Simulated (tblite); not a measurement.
# C3H9O2Si: geometry relaxation (part 2 of 2)

The same run, continued: C3H9O2Si, multiplicity 2; GFN2-xTB geometry optimisation, gas phase (tblite 0.8.0). It belongs to a series of runs on one base structure; here: H added to sp2 C.

Geometry of the input (Å):
```
C  -2.5443  0.0978  0.1468
C  -1.2968  0.6923  -0.4308
Si 0.1971  -0.4220  -0.2720
O  -0.2388  -1.9175  0.3920
O  1.3187  0.3202  0.7832
C  2.5395  0.5773  0.1380
H  -3.0160  -0.6678  -0.5139
H  -2.4442  -0.2879  1.1721
H  -3.2955  0.9303  0.1881
H  -1.0771  1.6855  0.0072
H  0.7619  -0.6404  -1.6227
H  0.5321  -2.2438  0.9409
H  2.5642  -0.0852  -0.7491
H  3.4058  0.3153  0.8082
H  2.5889  1.6539  -0.1184
```

Trajectory as extended XYZ, continued
```
15
Properties=species:S:1:pos:R:3:forces:R:3 step=76 energy=-568.29424
C    -2.5223    0.2892    0.1321   -0.0020  -0.0090   0.0050
C    -1.0860    0.6018   -0.0276   -0.0100   0.0000   0.0020
Si    0.2138   -0.7082   -0.1865   -0.0050   0.0130   0.0090
O    -0.2929   -1.9884    0.6762    0.0030  -0.0010   0.0110
O     1.6523   -0.3030    0.4745    0.0080   0.0170  -0.0310
C     2.5111    0.7198    0.0859   -0.0060   0.0030   0.0010
H    -2.8779   -0.3169   -0.7055    0.0110   0.0160   0.0020
H    -2.6666   -0.3295    1.0200   -0.0030  -0.0160  -0.0120
H    -3.1423    1.1800    0.2104    0.0260  -0.0020  -0.0020
H    -0.8306    1.6437   -0.1555   -0.0080   0.0020  -0.0050
H     0.4376   -1.1291   -1.5810    0.0060   0.0180  -0.0160
H     0.3502   -2.6302    0.9644   -0.0050  -0.0010   0.0230
H     2.8915    0.5474   -0.9250   -0.0120  -0.0140   0.0040
H     3.3486    0.7404    0.7847    0.0080   0.0010  -0.0030
H     2.0090    1.6909    0.1026   -0.0110  -0.0260   0.0140
15
Properties=species:S:1:pos:R:3:forces:R:3 step=87 energy=-568.29633
C    -2.5066    0.3005    0.1254   -0.0130  -0.0080  -0.0010
C    -1.0654    0.5962   -0.0166   -0.0150   0.0000   0.0060
Si    0.2171   -0.7291   -0.1776   -0.0020  -0.0040   0.0160
O    -0.2825   -2.0065    0.6936    0.0140  -0.0080  -0.0050
O     1.6653   -0.3317    0.4669   -0.0100  -0.0170  -0.0280
C     2.4869    0.7219    0.0821   -0.0030  -0.0010   0.0090
H    -2.8647   -0.2608   -0.7425   -0.0090   0.0230   0.0110
H    -2.6693   -0.3539    0.9837    0.0080  -0.0080  -0.0200
H    -3.1085    1.2002    0.2352    0.0030  -0.0120   0.0010
H    -0.8013    1.6331   -0.1652   -0.0010   0.0040   0.0030
H     0.4182   -1.1417   -1.5785    0.0170  -0.0070  -0.0010
H     0.3693   -2.6295    1.0045   -0.0190   0.0130   0.0140
H     2.8490    0.5793   -0.9401   -0.0010   0.0060   0.0190
H     3.3355    0.7576    0.7657    0.0360  -0.0190  -0.0050
H     1.9526    1.6725    0.1330   -0.0060   0.0370  -0.0190
15
Properties=species:S:1:pos:R:3:forces:R:3 step=98 energy=-568.30391
C    -2.5139    0.2971    0.1094   -0.0040   0.0030  -0.0100
C    -1.0673    0.5791   -0.0079    0.0000  -0.0040  -0.0110
Si    0.2182   -0.7468   -0.1788    0.0050   0.0070   0.0030
O    -0.2471   -2.0588    0.6602    0.0080   0.0130   0.0260
O     1.6652   -0.3456    0.4716   -0.0080   0.0450  -0.0030
C     2.4782    0.7119    0.0746   -0.0010  -0.0050   0.0020
H    -2.9035   -0.0841   -0.8404    0.0010   0.0120   0.0030
H    -2.6856   -0.4908    0.8420    0.0000  -0.0150  -0.0110
H    -3.0877    1.1842    0.3748    0.0190  -0.0300   0.0170
H    -0.8037    1.6134   -0.1772    0.0060   0.0200  -0.0060
H     0.4356   -1.1365   -1.5824   -0.0180  -0.0240   0.0010
H     0.4007   -2.4966    1.2066   -0.0110  -0.0030  -0.0160
H     2.7671    0.6038   -0.9740    0.0170   0.0070  -0.0020
H     3.3744    0.7082    0.6971   -0.0130  -0.0180  -0.0040
H     1.9652    1.6696    0.1938    0.0000  -0.0100   0.0100
15
Properties=species:S:1:pos:R:3:forces:R:3 step=109 energy=-568.31500
C    -2.5056    0.2801    0.0657   -0.1330  -0.0090   0.0320
C    -1.0573    0.5621   -0.0290   -0.0280  -0.0280  -0.0140
Si    0.2210   -0.7745   -0.1736    0.0090   0.0030   0.0160
O    -0.2016   -2.0699    0.7127   -0.0450  -0.0080  -0.0010
O     1.6719   -0.3465    0.4453    0.0230   0.0000  -0.0310
C     2.4771    0.7202    0.0603   -0.0120   0.0070  -0.0040
H    -2.9602    0.2416   -0.9375    0.0700   0.0810   0.1940
H    -2.6842   -0.6913    0.5310    0.0620   0.1160  -0.0620
H    -3.0224    1.0618    0.6349    0.0320  -0.1320  -0.1460
H    -0.7986    1.5993   -0.2000   -0.0230  -0.0220  -0.0050
H     0.3785   -1.2451   -1.5568    0.0260  -0.0010  -0.0030
H     0.3754   -2.3377    1.4225    0.0130  -0.0130   0.0080
H     2.6830    0.6947   -1.0142   -0.0490   0.0110   0.0370
H     3.4217    0.6410    0.6005   -0.0040   0.0230   0.0220
H     1.9969    1.6722    0.3077    0.0580  -0.0290  -0.0440
15
Properties=species:S:1:pos:R:3:forces:R:3 step=119 energy=-568.31984
C    -2.5027    0.2735    0.0542    0.0090  -0.0050   0.0010
C    -1.0556    0.5583   -0.0384    0.0010   0.0050  -0.0100
Si    0.2218   -0.7805   -0.1674    0.0040   0.0000  -0.0060
O    -0.2133   -2.0537    0.7465    0.0160  -0.0060   0.0120
O     1.6795   -0.3519    0.4338   -0.0050  -0.0090   0.0160
C     2.4778    0.7213    0.0554   -0.0040  -0.0050   0.0000
H    -2.9738    0.3514   -0.9319    0.0030   0.0000   0.0040
H    -2.6677   -0.7335    0.4266   -0.0220  -0.0130  -0.0120
H    -3.0105    0.9932    0.6977   -0.0010   0.0180   0.0170
H    -0.8010    1.5957   -0.2106   -0.0050   0.0040  -0.0080
H     0.3785   -1.2791   -1.5419    0.0100   0.0090   0.0140
H     0.3659   -2.3076    1.4607   -0.0140  -0.0180  -0.0150
H     2.6588    0.7206   -1.0222   -0.0070  -0.0120  -0.0060
H     3.4314    0.6319    0.5780    0.0080   0.0130   0.0000
H     2.0065    1.6685    0.3287    0.0080   0.0180  -0.0070
15
Properties=species:S:1:pos:R:3:forces:R:3 step=130 energy=-568.32253
C    -2.5101    0.2715    0.0426    0.0130   0.0020   0.0000
C    -1.0616    0.5452   -0.0571    0.0090   0.0030  -0.0030
Si    0.2301   -0.7834   -0.1459   -0.0020   0.0070  -0.0030
O    -0.2101   -2.0547    0.7675   -0.0110   0.0120  -0.0110
O     1.6699   -0.3257    0.4797   -0.0030   0.0010  -0.0050
C     2.4739    0.7251    0.0517    0.0070  -0.0050   0.0060
H    -3.0068    0.4713   -0.9123   -0.0110   0.0020  -0.0070
H    -2.6900   -0.7639    0.3145   -0.0040  -0.0130   0.0050
H    -2.9806    0.9295    0.7767   -0.0100   0.0030   0.0050
H    -0.8081    1.5814   -0.2411    0.0050  -0.0040   0.0000
H     0.4300   -1.2826   -1.5152   -0.0020   0.0010   0.0170
H     0.3683   -2.3218    1.4766    0.0090  -0.0120   0.0030
H     2.6148    0.6984   -1.0315    0.0040   0.0020   0.0010
H     3.4445    0.6304    0.5413    0.0020   0.0020   0.0010
H     2.0312    1.6873    0.3220   -0.0060   0.0000  -0.0090
15
Properties=species:S:1:pos:R:3:forces:R:3 step=141 energy=-568.32376
C    -2.5183    0.2751    0.0544    0.0310  -0.0020  -0.0320
C    -1.0709    0.5539   -0.0504    0.0360   0.0110  -0.0070
Si    0.2278   -0.7676   -0.1348   -0.0100  -0.0330  -0.0130
O    -0.2332   -2.0302    0.7806    0.0280   0.0060   0.0370
O     1.6726   -0.3196    0.4865   -0.0200  -0.0010  -0.0080
C     2.4831    0.7238    0.0525    0.0060  -0.0080   0.0040
H    -3.0083    0.4361   -0.9117   -0.0180   0.0190   0.0050
H    -2.6893   -0.7537    0.3541   -0.0130  -0.0160   0.0330
H    -3.0001    0.9531    0.7634    0.0130  -0.0180  -0.0150
H    -0.8183    1.5860   -0.2580   -0.0140  -0.0010   0.0120
H     0.4381   -1.2663   -1.5047   -0.0070   0.0160   0.0110
H     0.3883   -2.3906    1.4086   -0.0210   0.0190  -0.0390
H     2.6597    0.6674   -1.0248   -0.0140  -0.0100   0.0060
H     3.4385    0.6510    0.5739    0.0090  -0.0030   0.0120
H     2.0259    1.6895    0.2800   -0.0070   0.0210  -0.0060
15
Properties=species:S:1:pos:R:3:forces:R:3 step=152 energy=-568.32555
C    -2.5235    0.2686    0.0596    0.0000   0.0020  -0.0030
C    -1.0810    0.5629   -0.0606    0.0020   0.0000   0.0000
Si    0.2256   -0.7484   -0.1262   -0.0020   0.0000   0.0000
O    -0.2581   -1.9839    0.8129    0.0060  -0.0020   0.0010
O     1.6646   -0.2980    0.5044   -0.0030   0.0000   0.0000
C     2.4957    0.7224    0.0559    0.0010  -0.0020  -0.0030
H    -3.0269    0.4055   -0.9036    0.0010   0.0010   0.0060
H    -2.6817   -0.7548    0.3867    0.0020   0.0070   0.0000
H    -3.0049    0.9565    0.7586   -0.0030  -0.0060  -0.0010
H    -0.8409    1.5973   -0.2697    0.0000  -0.0040  -0.0010
H     0.4523   -1.2496   -1.4932    0.0010   0.0010   0.0050
H     0.3980   -2.4540    1.3203   -0.0050   0.0020  -0.0030
H     2.6996    0.6211   -1.0131    0.0030   0.0020  -0.0040
H     3.4357    0.6616    0.6065   -0.0030   0.0030   0.0040
H     2.0410    1.7008    0.2311    0.0000  -0.0030   0.0000
```

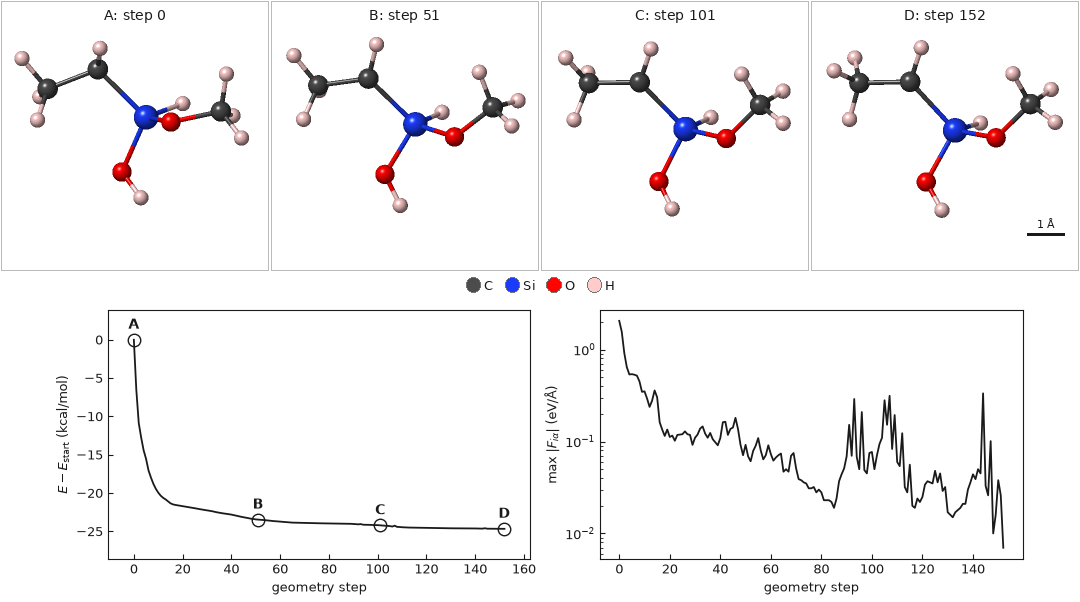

*Frames of the relaxation (ball-and-stick view, seen at a tilt) above the curves, on which the letters mark them (steps are counted from 0).*

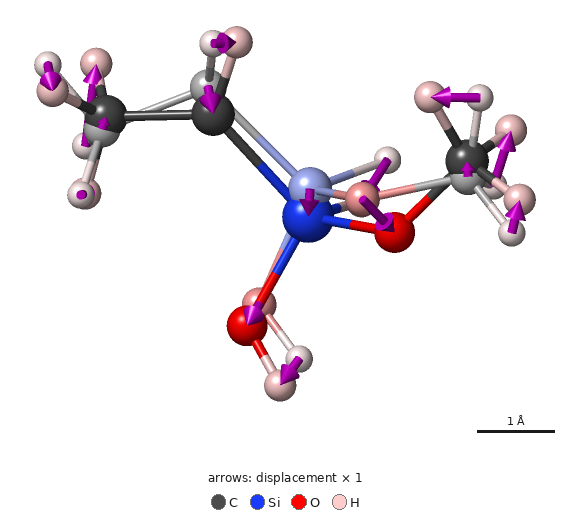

*Start (faint) and end (solid) with the displacements as pink arrows, at true length (ball-and-stick view, seen at a tilt). The two geometries are laid on each other by the best rigid fit.*

The largest move after the best rigid fit is that of H7, 1.10 Å. By element the largest moves are H 1.10 Å, O 0.74 Å, C 0.44 Å, Si 0.36 Å. Distances before and after: Si3–O5 1.709 → 1.634 Å, Si3–O4 1.693 → 1.626 Å, O4–H12 1.001 → 0.953 Å, C6–H14 1.126 → 1.091 Å. Among the angles that change: Si3–O5–C6 111.5° → 127.2°, Si3–C2–H10 110.0° → 120.9°, Si3–O4–H12 107.7° → 118.5°. Over 152 geometry steps the energy falls by 24.7 kcal/mol. Largest force component: 2.1 eV/Å at the start, 0.007 eV/Å at the end. (Atoms are counted from 1 in the order of the input.)

Key numbers

- outcome: converged
- total energy: −568.3256 eV
- wall time: 0.89 s
- peak memory: 0.18 GiB
